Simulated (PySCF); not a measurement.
**Run report: C4H12NRu (charge −1), geometry relaxation**

System: C4H12NRu, charge −1, SMILES [CH3][Ru-]([CH3])([CH3])([CH3])#[N].
Method: PBE0-D3(BJ)/def2-SVP geometry optimisation, gas phase (PySCF 2.14.0).

It belongs to a series of runs on one base structure; here: ligand: Cl to Me.

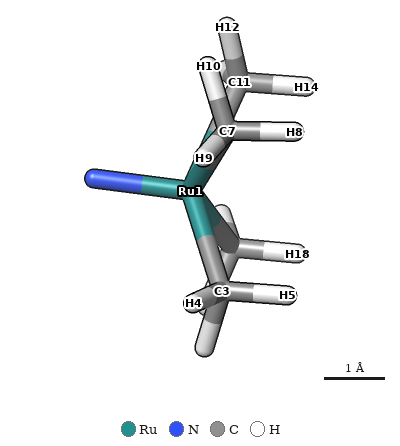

*The starting structure (stick view, seen at an oblique angle; atoms are numbered from 1 in the order of the input). Sticks mark near contacts.*

Key numbers

```tsv
quantity	value
outcome	converged
total energy	−308.861210 hartree
point group	C4
hardware	1 CPU thread, shared host
wall time	92 s
peak memory	0.66 GiB
```

The run takes a singlet; with an open-shell metal another spin state may lie lower.

Input
```
{"job": {"xc": "PBE0", "basis": "def2-SVP", "d3": "d3bj", "grid": 1, "maxiter": 30, "shake": 0.03, "kind": "geom"}, "charge": -1, "multiplicity": 1}
Ru     0.063060    -0.077170     0.609440
N     -0.008720    -0.012820     2.233120
C      1.964080    -0.014290    -0.094370
H      2.724840     0.836310     0.299870
H      2.013940     0.064930    -1.200860
H      2.577200    -0.904600     0.158350
C      0.035710     2.021280    -0.053330
H     -0.018720     2.051420    -1.171120
H      0.908240     2.606630     0.259120
H     -0.845450     2.615860     0.345870
C     -2.052070    -0.001470    -0.027320
H     -2.572290     0.917590     0.215690
H     -2.706360    -0.805200     0.289650
H     -2.079710    -0.062290    -1.134640
C     -0.021040    -2.060650    -0.051770
H     -0.915530    -2.548820     0.229250
H      0.843890    -2.590460     0.308610
H      0.032620    -2.019320    -1.137830
```

The first line tells a small driver script what to run in PySCF; the rest is the geometry in Å.

Run as:
```bash
OMP_NUM_THREADS=1 python <driver script> task.json out
```

Output
```
step   0  E = -308.83798149  max force = 0.065660
step   1  E = -308.85890313  max force = 0.020301
step   2  E = -308.86071476  max force = 0.005441
step   3  E = -308.86115601  max force = 0.002503
step   4  E = -308.86119977  max force = 0.000822
step   5  E = -308.86120971  max force = 0.000348
optimisation converged
```

Trajectory as extended XYZ (Å, eV, eV/Å), 6 frames, from step=0 to step=5
```
18
Properties=species:S:1:pos:R:3:forces:R:3 step=0 energy=-8403.90953
Ru    0.0631   -0.0772    0.6094   -3.0188   2.2867   2.7826
N    -0.0087   -0.0128    2.2331    0.5204  -0.4310  -2.3696
C     1.9641   -0.0143   -0.0944    3.3764   0.9953   0.5661
H     2.7248    0.8363    0.2999   -1.9007  -1.1948  -0.7765
H     2.0139    0.0649   -1.2009   -0.2007   0.0448   0.0671
H     2.5772   -0.9046    0.1583   -0.2410  -0.2963  -0.1764
C     0.0357    2.0213   -0.0533   -0.8974  -0.0544   0.0685
H    -0.0187    2.0514   -1.1711    0.0143  -0.0185   0.4381
H     0.9082    2.6066    0.2591    0.4591  -0.1383  -0.0320
H    -0.8455    2.6159    0.3459    0.4872  -0.7650  -0.4060
C    -2.0521   -0.0015   -0.0273    1.0745  -0.1518  -0.7459
H    -2.5723    0.9176    0.2157   -0.0395   0.7327   0.3027
H    -2.7064   -0.8052    0.2897   -0.1171  -0.7630   0.4634
H    -2.0797   -0.0623   -1.1346    0.2000   0.0435  -0.0167
C    -0.0210   -2.0606   -0.0518    0.9562   1.1913  -0.2197
H    -0.9155   -2.5488    0.2293   -1.3938  -0.7875   0.4399
H     0.8439   -2.5905    0.3086    0.6953  -0.6403   0.2193
H     0.0326   -2.0193   -1.1378    0.0256  -0.0532  -0.6051
18
Properties=species:S:1:pos:R:3:forces:R:3 step=1 energy=-8404.47884
Ru    0.0047   -0.0166    0.6295   -0.0012  -0.1723  -0.4751
N     0.0036   -0.0385    2.2026    0.0740   0.0351   1.0439
C     1.9938    0.0043   -0.0626    0.8254  -0.1879  -0.0937
H     2.6278    0.8372    0.3055   -0.3156   0.1233   0.0364
H     2.0221    0.0970   -1.1665   -0.1522  -0.0307  -0.0095
H     2.5852   -0.9071    0.1754   -0.2804  -0.0369  -0.0666
C    -0.0127    1.9602   -0.0703    0.0951   0.3725   0.1118
H    -0.0598    1.9496   -1.1745    0.0239  -0.0032  -0.0151
H     0.8882    2.5261    0.2271    0.0342  -0.0269  -0.1135
H    -0.8931    2.5193    0.2915   -0.0357  -0.0082  -0.0646
C    -1.9837    0.0401   -0.0143   -0.3953  -0.0941  -0.3221
H    -2.4911    0.9841    0.2514   -0.0323  -0.0301   0.0014
H    -2.6022   -0.8068    0.3376    0.0819   0.0211   0.0182
H    -1.9792   -0.0192   -1.1223   -0.0019   0.0172   0.0683
C    -0.0413   -2.0186   -0.0647    0.1799   0.2581  -0.0668
H    -0.9720   -2.5375    0.2121   -0.0131  -0.0920  -0.0204
H     0.8365   -2.5859    0.2884   -0.0586  -0.0700  -0.0223
H     0.0170   -1.9708   -1.1681   -0.0280  -0.0749  -0.0103
18
Properties=species:S:1:pos:R:3:forces:R:3 step=2 energy=-8404.52814
Ru    0.0048   -0.0109    0.6512   -0.1070  -0.0237   0.2798
N     0.0129   -0.0342    2.2420    0.0340   0.0503  -0.2232
C     2.0010   -0.0077   -0.0639    0.1361  -0.2558  -0.1580
H     2.5964    0.8420    0.2976    0.0090   0.2067   0.1189
H     1.9923    0.0813   -1.1684   -0.1052  -0.0195   0.0191
H     2.5703   -0.9301    0.1673   -0.1422   0.0233   0.0004
C     0.0087    1.9900   -0.0621    0.1004  -0.0392   0.1164
H    -0.0311    1.9666   -1.1656    0.0040  -0.0369  -0.0511
H     0.9202    2.5459    0.2225   -0.0103  -0.0313  -0.0355
H    -0.8703    2.5578    0.2817   -0.0638   0.0298   0.0108
C    -2.0090    0.0269   -0.0219   -0.0034  -0.0298  -0.0719
H    -2.5343    0.9641    0.2384    0.0222  -0.0572   0.0055
H    -2.6067   -0.8315    0.3386    0.0780   0.0560   0.0006
H    -1.9961   -0.0384   -1.1275    0.0197   0.0045   0.0227
C    -0.0293   -2.0093   -0.0648    0.0313   0.1293  -0.0221
H    -0.9609   -2.5431    0.1993    0.0858   0.0102  -0.0349
H     0.8436   -2.5906    0.2828   -0.0655   0.0042  -0.0127
H     0.0313   -1.9617   -1.1695   -0.0232  -0.0212   0.0350
18
Properties=species:S:1:pos:R:3:forces:R:3 step=3 energy=-8404.54014
Ru    0.0025   -0.0052    0.6645   -0.0459   0.0188   0.1287
N     0.0130   -0.0204    2.2538    0.0172   0.0218  -0.0605
C     1.9888   -0.0158   -0.0684    0.0215   0.0333  -0.0568
H     2.5707    0.8514    0.2924    0.0015  -0.0558  -0.0062
H     1.9450    0.0670   -1.1718   -0.0246   0.0000   0.0256
H     2.5383   -0.9453    0.1627    0.0023   0.0191   0.0228
C     0.0195    1.9901   -0.0512    0.0051  -0.0354   0.0182
H    -0.0167    1.9512   -1.1560   -0.0084  -0.0142  -0.0066
H     0.9368    2.5390    0.2244   -0.0079   0.0059  -0.0012
H    -0.8603    2.5662    0.2824    0.0036   0.0174  -0.0017
C    -2.0005    0.0202   -0.0265    0.0238   0.0076  -0.0211
H    -2.5367    0.9511    0.2286   -0.0007  -0.0143   0.0025
H    -2.5835   -0.8429    0.3391    0.0060   0.0098  -0.0051
H    -1.9761   -0.0506   -1.1303    0.0062  -0.0013  -0.0038
C    -0.0246   -1.9896   -0.0648   -0.0135  -0.0101  -0.0309
H    -0.9528   -2.5324    0.1885    0.0310   0.0024  -0.0143
H     0.8435   -2.5779    0.2791   -0.0093  -0.0045  -0.0005
H     0.0368   -1.9390   -1.1687   -0.0080  -0.0006   0.0110
18
Properties=species:S:1:pos:R:3:forces:R:3 step=4 energy=-8404.54133
Ru    0.0019   -0.0023    0.6718   -0.0065  -0.0082   0.0295
N     0.0143   -0.0132    2.2603    0.0094   0.0084   0.0085
C     1.9856   -0.0178   -0.0699   -0.0423   0.0032  -0.0242
H     2.5710    0.8465    0.2861    0.0312   0.0003   0.0039
H     1.9298    0.0617   -1.1720   -0.0044  -0.0007   0.0038
H     2.5312   -0.9483    0.1628    0.0170   0.0009   0.0110
C     0.0197    1.9895   -0.0463   -0.0057  -0.0142  -0.0058
H    -0.0184    1.9432   -1.1512   -0.0060  -0.0038   0.0041
H     0.9377    2.5389    0.2243   -0.0002   0.0078   0.0004
H    -0.8589    2.5698    0.2842    0.0072   0.0074  -0.0012
C    -1.9960    0.0207   -0.0280    0.0155   0.0057  -0.0125
H    -2.5361    0.9496    0.2240   -0.0051   0.0014   0.0013
H    -2.5778   -0.8433    0.3358   -0.0090  -0.0046  -0.0046
H    -1.9649   -0.0514   -1.1315    0.0034   0.0000  -0.0013
C    -0.0243   -1.9859   -0.0649   -0.0062  -0.0073  -0.0140
H    -0.9504   -2.5324    0.1842   -0.0022  -0.0017   0.0001
H     0.8430   -2.5767    0.2761    0.0044  -0.0009   0.0015
H     0.0363   -1.9318   -1.1683   -0.0005   0.0064  -0.0003
18
Properties=species:S:1:pos:R:3:forces:R:3 step=5 energy=-8404.54160
Ru    0.0021   -0.0015    0.6776    0.0065  -0.0073  -0.0026
N     0.0169   -0.0099    2.2661    0.0032  -0.0009   0.0123
C     1.9837   -0.0194   -0.0707   -0.0173   0.0130   0.0179
H     2.5763    0.8428    0.2810   -0.0008  -0.0076  -0.0097
H     1.9209    0.0574   -1.1723    0.0045  -0.0009  -0.0059
H     2.5290   -0.9501    0.1627    0.0085  -0.0032  -0.0015
C     0.0191    1.9883   -0.0431   -0.0025   0.0016  -0.0078
H    -0.0224    1.9372   -1.1476   -0.0024   0.0015   0.0030
H     0.9378    2.5393    0.2228    0.0030   0.0009  -0.0020
H    -0.8577    2.5719    0.2868    0.0023  -0.0010   0.0015
C    -1.9930    0.0217   -0.0290    0.0042   0.0003  -0.0033
H    -2.5353    0.9500    0.2208   -0.0023   0.0037   0.0004
H    -2.5769   -0.8427    0.3306   -0.0067  -0.0046  -0.0033
H    -1.9559   -0.0498   -1.1324    0.0025   0.0024   0.0005
C    -0.0256   -1.9842   -0.0645    0.0005  -0.0032  -0.0002
H    -0.9511   -2.5321    0.1830   -0.0093  -0.0010   0.0038
H     0.8419   -2.5765    0.2737    0.0042   0.0014  -0.0009
H     0.0339   -1.9256   -1.1677    0.0020   0.0050  -0.0020
```

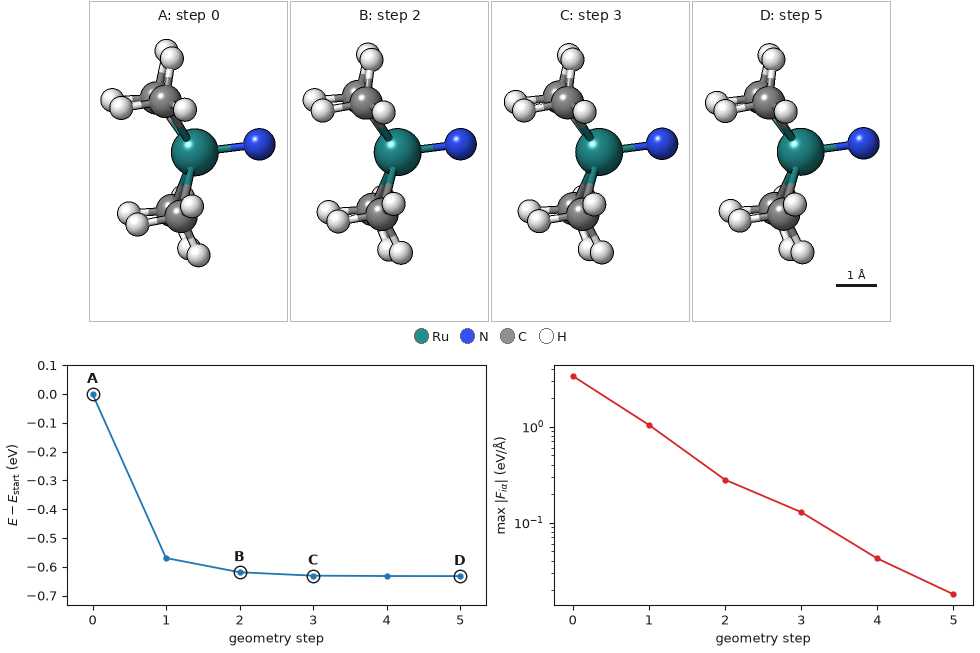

*Frames of the relaxation (ball-and-stick view, seen at an oblique angle) above the curves, on which the letters mark them (steps are counted from 0).*

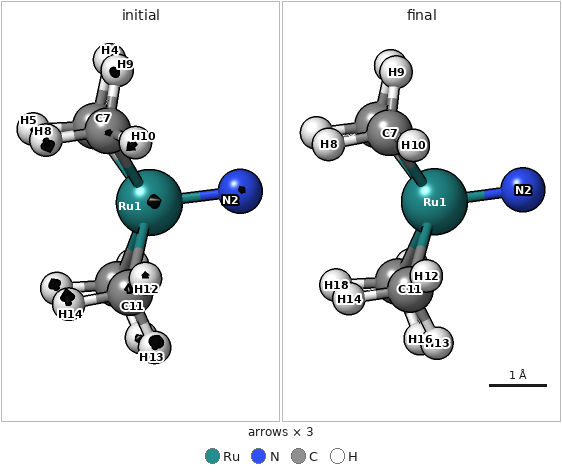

*Before (left) and after (right) the relaxation, at one scale (ball-and-stick view, seen at an oblique angle). The black arrows give the displacements, magnified 3 times.*

H4 moves most after the best rigid fit: 0.15 Å. Largest moves by element: H 0.15 Å, Ru 0.12 Å, C 0.08 Å, N 0.04 Å. Distances before and after: C3–H4 1.207 → 1.104 Å, Ru1–C11 2.210 → 2.117 Å, Ru1–C3 2.028 → 2.118 Å, Ru1–C7 2.201 → 2.116 Å. Among the angles that change: H4–C3–H6 98.2° → 109.0°, Ru1–C3–H4 119.9° → 112.5°, N2–Ru1–C11 104.1° → 110.0°. Over 5 geometry steps the energy falls by 0.632 eV. Largest force component: 3.4 eV/Å at the start, 0.018 eV/Å at the end. (Atoms are counted from 1 in the order of the input.)
